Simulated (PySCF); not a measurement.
**SiS (SMILES [Si-]#[S+]) at M06-2X/STO-6G**

What is the vertical singlet–triplet gap of SiS at M06-2X/STO-6G? 

The calculation is run with PySCF 2.14.0.

29 further runs of the same task are left out: 15 that didn't finish, 14 set aside as unsound or not needed.

## (1) Starting point

SiS: 2 atoms, total charge 0, spin state singlet. As SMILES, `[Si-]#[S+]`. Geometry: the measured bond length.

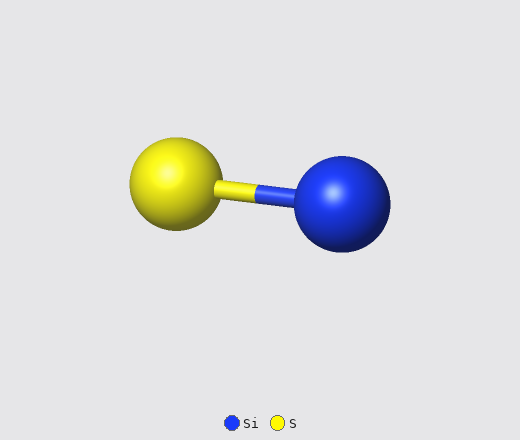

The structure, seen from a chosen angle (silicon blue, sulfur yellow).

## (2) The energy at M06-2X/STO-6G

Input file input.py:

```python
# silylene, thioxo-
from pyscf import gto, dft

mol = gto.M(
    atom='''
Si     0.000000     0.000000     0.000000
S      0.000000     0.000000     1.929321
''',
    max_memory=1860,
    verbose=3,
    basis='sto-6g',
    spin=0,
)

mf = dft.RKS(mol)
mf.xc = 'm06-2x'
mf.grids.level = 5
mf.conv_tol = 1e-10
mf.kernel()
if not mf.converged:
    mf = mf.newton().run(mf.mo_coeff, mf.mo_occ)

e_final = mf.e_tot
print(f'total energy: {e_final:.8f} hartree')
```

Run with:

```console
$ OMP_NUM_THREADS=1 python input.py
```

The program printed:

```text
converged SCF energy = -685.122200956681
total energy: -685.12220096 hartree
```

It took 2.4 s on 1 thread of Intel Xeon Platinum 8488C (Sapphire Rapids), shared host; peak memory 0.18 GiB.

## (3) The triplet

Input file job.py:

```python
from pyscf import gto, dft

mol = gto.M(
    atom=[
    ('Si', (0.000000, 0.000000, 0.000000)),
    ('S', (0.000000, 0.000000, 1.929321)),
],
    basis='sto-6g',
    spin=2,
    verbose=4,
    max_memory=1860,
    charge=0,
)

mf = dft.UKS(mol)
mf.xc = 'm06-2x'
mf.grids.level = 5
mf.conv_tol = 1e-10
mf.kernel()
if not mf.converged:
    mf = mf.newton().run(mf.mo_coeff, mf.mo_occ)

e_tot = mf.e_tot
print('E = %.10f Eh' % e_tot)
```

Run with:

```console
$ OMP_NUM_THREADS=1 python job.py
```

The program printed:

```text
PySCF version 2.14.0

[INPUT] num. atoms = 2
[INPUT] num. electrons = 30
[INPUT] charge = 0
[INPUT] spin (= nelec alpha-beta = 2S) = 2
[INPUT] symmetry False subgroup None
[INPUT] Mole.unit = angstrom
[INPUT] Symbol           X                Y                Z      unit          X                Y                Z       unit  Magmom
[INPUT]  1 Si     0.000000000000   0.000000000000   0.000000000000 AA    0.000000000000   0.000000000000   0.000000000000 Bohr   0.0
[INPUT]  2 S      0.000000000000   0.000000000000   1.929321000000 AA    0.000000000000   0.000000000000   3.645888296372 Bohr   0.0

nuclear repulsion = 61.4390737705545
number of shells = 10
number of NR pGTOs = 108
number of NR cGTOs = 18
basis = sto-6g
ecp = {}

[... 33 lines left out ...]
[... the frontier-level lines of each cycle are left out ...]
[... 3 lines left out ...]
[... 5 lines left out ...]
[... 50 lines left out ...]
converged SCF energy = -684.978418142747  <S^2> = 2.019074  2S+1 = 3.0126891
E = -684.9784181427 Eh
```

It took 5.4 s on 1 thread of Intel Xeon Platinum 8488C (Sapphire Rapids), shared host; peak memory 0.19 GiB.

## (4) Results

Level: M06-2X/STO-6G.

| quantity | value |
| --- | --- |
| singlet: total energy | -685.12220 Eh |
| singlet: dipole moment | 1.42 D |
| singlet: HOMO energy | -4.96 eV |
| singlet: LUMO energy | 3.65 eV |
| singlet: HOMO–LUMO gap | 8.61 eV |
| triplet: total energy | -684.97842 Eh |
| triplet: dipole moment | 2.00 D |
| triplet: HOMO energy (highest over α and β) | -1.03 eV |
| triplet: LUMO energy (lowest over α and β) | -0.08 eV |
| triplet: ⟨S²⟩ | 2.019 |
| vertical energy of the triplet above the singlet | 3.913 eV |

At this shape the triplet lies 3.91 eV (90 kcal/mol) above the singlet. In a minimal basis such a difference can be off by several eV, whatever the method.
